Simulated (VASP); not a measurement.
# Ba2CoS3: structure and properties in VASP

What structure does Ba2CoS3 take at this level, and what are its properties? The steps: relaxing cell and atoms (PBEsol + U), second relaxation, single point with fields (PBEsol + U), band structure (PBEsol + U) and total and projected DOS (PBEsol + U). The start is a computed cell from the Materials Project.

Calculated with VASP 6.6.1; PBEsol, DFT+U (Co d 3 eV), spin-polarised from a ferromagnetic start; plane waves and PAW (Ba_sv, Co, S).

### 1. The structure

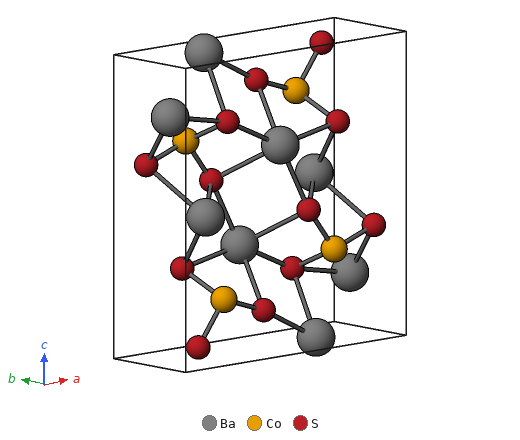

Start, viewed from a free direction; barium grey, cobalt orange, sulfur red.

### 2. Relaxing cell and atoms (PBEsol + U)

The start need not lie at this functional's minimum. ISIF = 3 frees volume, shape and positions, and EDIFFG sets the threshold on forces and stress at which the search stops. PBEsol restores the gradient expansion of exchange and is tuned for the cells of solids. A Hubbard U penalises fractional filling of the localised shell, which semilocal functionals favour.

The input, INCAR:

```
SYSTEM = Ba2CoS3
PREC = Accurate
ENCUT = 400
EDIFF = 1E-06
NELM = 100
ISMEAR = 0
SIGMA = 0.05
LREAL = Auto
ALGO = Fast
GGA = PS
NBANDS = 135
ISPIN = 2
MAGMOM = 0 0 0 0 0 0 0 0 2 2 2 2 0 0 0 0 0 0 0 0 0 0 0 0
LDAU = .TRUE.
LDAUTYPE = 2
LDAUL = -1 2 -1
LDAUU = 0 3 0
LDAUJ = 0 0 0
LDAUPRINT = 1
LASPH = .TRUE.
LMAXMIX = 4
LORBIT = 11
LWAVE = .FALSE.
LCHARG = .FALSE.
KPAR = 4
NCORE = 2
IBRION = 2
NSW = 60
ISIF = 3
EDIFFG = -0.01
```

The input, POSCAR:

```
Ba2CoS3
1.0
   12.1638110000      0.0000000000      0.0000000000
    0.0000000000      4.2127040000      0.0000000000
    0.0000000000      0.0000000000     12.4308350000
Ba Co S
8 4 12
Direct
    0.0112040000      0.2500000000      0.8259160000
    0.4887960000      0.7500000000      0.3259160000
    0.5112040000      0.2500000000      0.6740840000
    0.9887960000      0.7500000000      0.1740840000
    0.1728840000      0.2500000000      0.4778920000
    0.8271160000      0.7500000000      0.5221080000
    0.6728840000      0.2500000000      0.0221080000
    0.3271160000      0.7500000000      0.9778920000
    0.2448160000      0.7500000000      0.6974550000
    0.7448160000      0.7500000000      0.8025450000
    0.7551840000      0.2500000000      0.3025450000
    0.2551840000      0.2500000000      0.1974550000
    0.7715610000      0.2500000000      0.7199890000
    0.2284390000      0.7500000000      0.2800110000
    0.2715610000      0.2500000000      0.7800110000
    0.7284390000      0.7500000000      0.2199890000
    0.4353100000      0.2500000000      0.1404330000
    0.5646900000      0.7500000000      0.8595670000
    0.9353100000      0.2500000000      0.3595670000
    0.3606460000      0.7500000000      0.5539500000
    0.1393540000      0.2500000000      0.0539500000
    0.8606460000      0.7500000000      0.9460500000
    0.6393540000      0.2500000000      0.4460500000
    0.0646900000      0.7500000000      0.6404330000
```

The input, KPOINTS:

```
Automatic mesh
0
Gamma
3 6 3
0 0 0
```

Potentials, in the order of the species: Ba_sv, Co and S (PBE family, release 64).

Launch:

```console
> mpirun -np 8 vasp_std
```

Log:

```text
[banner, memory and clock lines left out]
running    8 mpi-ranks, on    1 nodes
 distrk:  each k-point on    2 cores,    4 groups
 distr:  one band on    2 cores,    1 groups

 POSCAR found type information on POSCAR BaCoS
 POSCAR found :  3 types and      24 ions
|                                                                             |
|               ----> ADVICE to this user running VASP <----                  |
|                                                                             |
|     You enforced a specific xc type in the INCAR file but a different       |
|     [... a line on the potential file left out ...]
|     I HOPE YOU KNOW WHAT YOU ARE DOING!                                     |
|                                                                             |

 LDA part: xc-table for (Slater+PW92), standard interpolation
 POSCAR, INCAR and KPOINTS ok, starting setup
 FFT: planning ... GRIDC
 FFT: planning ... GRID_SOFT
 FFT: planning ... GRID
 WAVECAR not read
 entering main loop
       N       E                     dE             d eps       ncg     rms          rms(c)
DAV:   1     0.139649042083E+04    0.13965E+04   -0.65538E+04  8640   0.103E+03
DAV:   2     0.495604660482E+02   -0.13469E+04   -0.12585E+04  9280   0.262E+02
DAV:   3    -0.126024273721E+03   -0.17558E+03   -0.17085E+03 10712   0.109E+02
DAV:   4    -0.137216039485E+03   -0.11192E+02   -0.11059E+02 12496   0.285E+01
DAV:   5    -0.137873836800E+03   -0.65780E+00   -0.65697E+00 13640   0.585E+00    0.388E+01
RMM:   6    -0.170294946262E+03   -0.32421E+02   -0.32166E+02  9144   0.579E+01    0.957E+01
RMM:   7    -0.131470303261E+03    0.38825E+02   -0.64775E+01  8896   0.282E+01    0.272E+01
RMM:   8    -0.127368530630E+03    0.41018E+01   -0.18220E+01  8894   0.134E+01    0.138E+01
RMM:   9    -0.129126423211E+03   -0.17579E+01   -0.32428E+00  9432   0.324E+00    0.917E+00
RMM:  10    -0.129006241049E+03    0.12018E+00   -0.19951E+00 10046   0.280E+00    0.447E+00
RMM:  11    -0.129025328365E+03   -0.19087E-01   -0.69385E-01 10307   0.175E+00    0.195E+00
RMM:  12    -0.129129476836E+03   -0.10415E+00   -0.21661E-01 11229   0.891E-01    0.125E+00
RMM:  13    -0.129156208044E+03   -0.26731E-01   -0.57257E-02 11538   0.479E-01    0.899E-01
RMM:  14    -0.129171452681E+03   -0.15245E-01   -0.24623E-02 11835   0.326E-01    0.565E-01
RMM:  15    -0.129177621835E+03   -0.61692E-02   -0.14920E-02 11811   0.237E-01    0.257E-01
RMM:  16    -0.129180434985E+03   -0.28132E-02   -0.69556E-03 12485   0.142E-01    0.133E-01
RMM:  17    -0.129181827837E+03   -0.13929E-02   -0.23778E-03 13677   0.852E-02    0.104E-01
RMM:  18    -0.129183374372E+03   -0.15465E-02   -0.16493E-03 12742   0.832E-02    0.873E-02
RMM:  19    -0.129184279925E+03   -0.90555E-03   -0.10844E-03 12823   0.564E-02    0.766E-02
RMM:  20    -0.129185872674E+03   -0.15927E-02   -0.26051E-03 10896   0.128E-01    0.629E-02
RMM:  21    -0.129186628388E+03   -0.75571E-03   -0.19687E-03 11162   0.964E-02    0.442E-02
RMM:  22    -0.129186904862E+03   -0.27647E-03   -0.46467E-04 11770   0.391E-02    0.240E-02
RMM:  23    -0.129187011489E+03   -0.10663E-03   -0.29952E-04 10935   0.393E-02    0.161E-02
RMM:  24    -0.129187053376E+03   -0.41887E-04   -0.27677E-04 10692   0.336E-02    0.116E-02
RMM:  25    -0.129187082949E+03   -0.29573E-04   -0.80749E-05 11103   0.149E-02    0.455E-03
WARNING in EDDRMM: call to ZHEGV failed, returncode =   8  4     69
WARNING in EDDRMM: call to ZHEGV failed, returncode =   6  3     47
RMM:  26    -0.129187087690E+03   -0.47407E-05   -0.24019E-05  9386   0.745E-03    0.218E-03
RMM:  27    -0.129187089225E+03   -0.15345E-05   -0.11986E-05  7894   0.458E-03    0.122E-03
 num prob WARNING in EDDRMM: call to ZHEGV failed, returncode =   6  3     48
WARNING in EDDRMM: call to ZHEGV failed, returncode =   6  3     75
RMM:  28    -0.129187089905E+03   -0.67982E-06   -0.63978E-06  6712   0.299E-03
   1 F= -.12918709E+03 E0= -.12918709E+03  d E =-.129187E+03  mag=    11.9999
 curvature:   0.00 expect dE= 0.000E+00 dE for cont linesearch  0.000E+00
 trial: gam= 0.00000 g(F)=  0.307E-01 g(S)=  0.157E+00 ort = 0.000E+00 (trialstep = 0.100E+01)
 search vector abs. value=  0.187E+00
 bond charge predicted
       N       E                     dE             d eps       ncg     rms          rms(c)
DAV:   1    -0.130299565673E+03   -0.11125E+01   -0.25472E+01 11272   0.208E+01    0.776E+00
RMM:   2    -0.129636174311E+03    0.66339E+00   -0.45730E+00  8790   0.788E+00    0.814E+00
RMM:   3    -0.129321857317E+03    0.31432E+00   -0.13095E+00  8910   0.408E+00    0.249E+00
RMM:   4    -0.129296572240E+03    0.25285E-01   -0.56814E-01  8910   0.147E+00    0.150E+00
RMM:   5    -0.129278940862E+03    0.17631E-01   -0.10955E-01  9111   0.105E+00    0.101E+00
RMM:   6    -0.129278853539E+03    0.87322E-04   -0.21869E-02 10323   0.345E-01    0.661E-01
RMM:   7    -0.129279223668E+03   -0.37013E-03   -0.10689E-02  9675   0.273E-01    0.231E-01
RMM:   8    -0.129279150820E+03    0.72848E-04   -0.48188E-03 10999   0.164E-01    0.105E-01
RMM:   9    -0.129279158630E+03   -0.78104E-05   -0.14375E-03 12261   0.770E-02    0.934E-02
RMM:  10    -0.129279219976E+03   -0.61346E-04   -0.53870E-04 12436   0.480E-02    0.660E-02
RMM:  11    -0.129279232079E+03   -0.12102E-04   -0.16835E-04 12776   0.276E-02    0.228E-02
RMM:  12    -0.129279243259E+03   -0.11180E-04   -0.80997E-05 13236   0.156E-02    0.214E-02
RMM:  13    -0.129279241945E+03    0.13135E-05   -0.29747E-05 12299   0.985E-03    0.920E-03
RMM:  14    -0.129279242191E+03   -0.24570E-06   -0.14008E-05 10932   0.623E-03    0.389E-03
RMM:  15    -0.129279242936E+03   -0.74475E-06   -0.69231E-06  8272   0.434E-03
   2 F= -.12927924E+03 E0= -.12927924E+03  d E =-.921530E-01  mag=    12.0000
[... from here on, the cycles between the ionic steps are left out ...]
   3 F= -.12927934E+03 E0= -.12927934E+03  d E =-.922509E-01  mag=    12.0000
   4 F= -.12931088E+03 E0= -.12931088E+03  d E =-.315425E-01  mag=    12.0000
   5 F= -.12932440E+03 E0= -.12932440E+03  d E =-.450641E-01  mag=    12.0000
   6 F= -.12932685E+03 E0= -.12932685E+03  d E =-.244051E-02  mag=    12.0000
   7 F= -.12932790E+03 E0= -.12932790E+03  d E =-.349196E-02  mag=    12.0000
   8 F= -.12932875E+03 E0= -.12932875E+03  d E =-.851378E-03  mag=    12.0000
   9 F= -.12932881E+03 E0= -.12932881E+03  d E =-.914650E-03  mag=    12.0000
  10 F= -.12932932E+03 E0= -.12932932E+03  d E =-.507185E-03  mag=    12.0000
  11 F= -.12932949E+03 E0= -.12932949E+03  d E =-.679346E-03  mag=    12.0000
  12 F= -.12932937E+03 E0= -.12932937E+03  d E =-.557765E-03  mag=    12.0000
  13 F= -.12932952E+03 E0= -.12932952E+03  d E =-.709107E-03  mag=    12.0000
  14 F= -.12932998E+03 E0= -.12932998E+03  d E =-.457281E-03  mag=    12.0000
  15 F= -.12933018E+03 E0= -.12933018E+03  d E =-.657513E-03  mag=    12.0000
  16 F= -.12933047E+03 E0= -.12933047E+03  d E =-.292730E-03  mag=    12.0000
  17 F= -.12933052E+03 E0= -.12933052E+03  d E =-.339502E-03  mag=    12.0000
  18 F= -.12933055E+03 E0= -.12933055E+03  d E =-.368717E-03  mag=    12.0000
  19 F= -.12933073E+03 E0= -.12933073E+03  d E =-.182883E-03  mag=    12.0000
  20 F= -.12933080E+03 E0= -.12933080E+03  d E =-.249964E-03  mag=    12.0000
 curvature:  -3.63 expect dE=-0.281E-03 dE for cont linesearch -0.112E-06
 trial: gam= 0.15920 g(F)=  0.704E-04 g(S)=  0.716E-05 ort =-0.727E-05 (trialstep = 0.844E+00)
 search vector abs. value=  0.119E-03
 bond charge predicted
       N       E                     dE             d eps       ncg     rms          rms(c)
DAV:   1    -0.129330804486E+03   -0.72252E-05   -0.80403E-03  9600   0.206E-01    0.559E-02
RMM:   2    -0.129330837099E+03   -0.32613E-04   -0.22713E-04  8697   0.483E-02    0.252E-02
RMM:   3    -0.129330847231E+03   -0.10132E-04   -0.51186E-05  9683   0.207E-02    0.130E-02
RMM:   4    -0.129330847781E+03   -0.55008E-06   -0.77558E-06  8474   0.805E-03
  21 F= -.12933085E+03 E0= -.12933085E+03  d E =-.509967E-04  mag=    12.0000
 trial-energy change:   -0.000051  1 .order   -0.000052   -0.000064   -0.000039
 step:   2.1527(harm=  2.1527)  dis= 0.00152  next Energy=  -129.330879 (dE=-0.822E-04)
 reached required accuracy - stopping structural energy minimisation
```

Wall time 49 min (8 MPI ranks of Intel Xeon 6975P-C (Granite Rapids), shared host); peak memory 6.7 GiB.

Lines that name or quote the potential files are left out of all logs, and their timing lines are given in words.

(Part 1 of 6 ends here.)

[Lines on the potential files, build, host, timing and source positions are cut from VASP's logs without a mark.]

[Logs are printed without paths, hosts, clocks, repeated set-up lines and the standing remarks that a program may print on its own settings, such as how far it seeks lower states.]

[Hosts, paths, dates, database ids (printed as entryN), source tags and the programs' standing remarks are cut or masked in the printed files.]

[A measured line is paired with the nearest computed mode of its activity, which favours agreement.]

[In band tables of VASP the shares of atoms and orbitals are scaled to a sum of 1 inside the atoms' spheres.]
